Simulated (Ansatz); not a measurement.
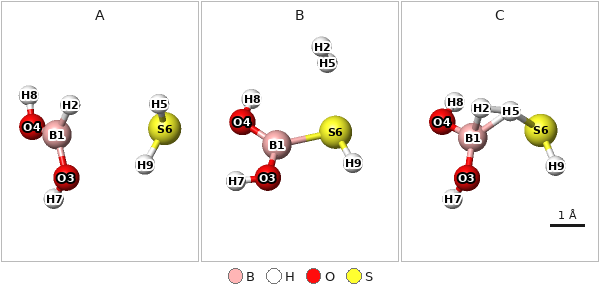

3 geometries from a converged minimum-energy path of BH5SO2, made up of BH3O2 and H$_{2}$S, shuffled. A ball-and-stick model, seen face on.

Method: RKS PBE0-D4/def2-SVP (Ansatz). Run with 7 movable images; climbing image; force threshold 0.03 eV/Å; iteration limit 60; starting path through a guess of the saddle point.

**Which of them lies highest in energy?**

C. In order along the path, whose images run from 0 to 8: A (image 1, +0.3 kcal/mol), C (image 4, +34.3 kcal/mol), B (image 8, −7.3 kcal/mol). Breaking: B1–H2 (1.21 → 1.36 at the top → 4.00 Å), H5–S6 (1.35 → 1.68 at the top → 3.04 Å). Forming: B1–S6 (3.60 → 2.19 at the top → 1.83 Å), H2–H5 (3.32 → 1.03 at the top → 0.76 Å).

Limits of the set-up: the start holds two separate molecules, 2.3 Å apart at their closest, whose relative position is a soft coordinate.
